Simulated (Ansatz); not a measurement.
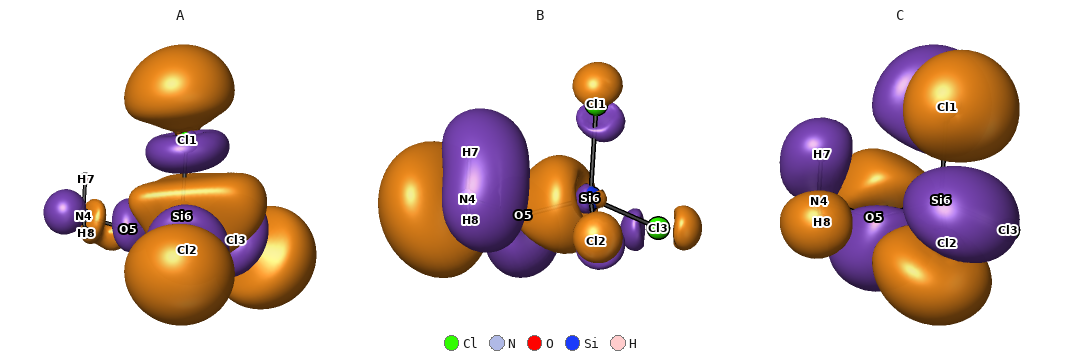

Figure. Cl$_{3}$H$_{2}$NOSi (SMILES NO[Si](Cl)(Cl)Cl). Three frontier orbitals at ±0.05 Å⁻³ᐟ² (orange and purple are the two phases), in no order.

Geometry: r2SCAN-D4/def2-SVP.

Method: isolated molecule in a Gaussian basis; Kohn-Sham density functional theory, functional PBE0 in Ansatz.

```json
{"atom": "Cl", "x (Å)": "-0.0253", "y (Å)": "2.5205", "z (Å)": "-0.4611"}
{"atom": "Cl", "x (Å)": "-1.4157", "y (Å)": "0.0297", "z (Å)": "-2.1477"}
{"atom": "Cl", "x (Å)": "-3.3695", "y (Å)": "2.4345", "z (Å)": "-0.8327"}
{"atom": "N", "x (Å)": "-0.8094", "y (Å)": "-0.3999", "z (Å)": "1.2445"}
{"atom": "O", "x (Å)": "-1.8723", "y (Å)": "0.4762", "z (Å)": "0.8252"}
{"atom": "Si", "x (Å)": "-1.6895", "y (Å)": "1.3256", "z (Å)": "-0.5802"}
{"atom": "H", "x (Å)": "0.0312", "y (Å)": "0.1884", "z (Å)": "1.2953"}
{"atom": "H", "x (Å)": "-0.6572", "y (Å)": "-1.0461", "z (Å)": "0.4606"}
```

> Order the three orbitals by energy and name them.

C is the HOMO−1 (−9.58 eV). By Hirshfeld shares it lies mainly on O5 (about 35 %), Cl1 (about 25 %) and Cl2 (about 25 %); largely a combination of lone pairs on O5, Cl1 and Cl2. B is the HOMO (−8.23 eV). It lies mainly on N4 (about 60 %) and O5 (about 20 %). A is the LUMO (−0.84 eV). It lies mainly on Si6 (about 30 %), Cl3 (about 20 %), Cl2 (about 20 %) and Cl1 (about 20 %).

> What is the HOMO–LUMO gap?

7.39 eV between the orbital energies.
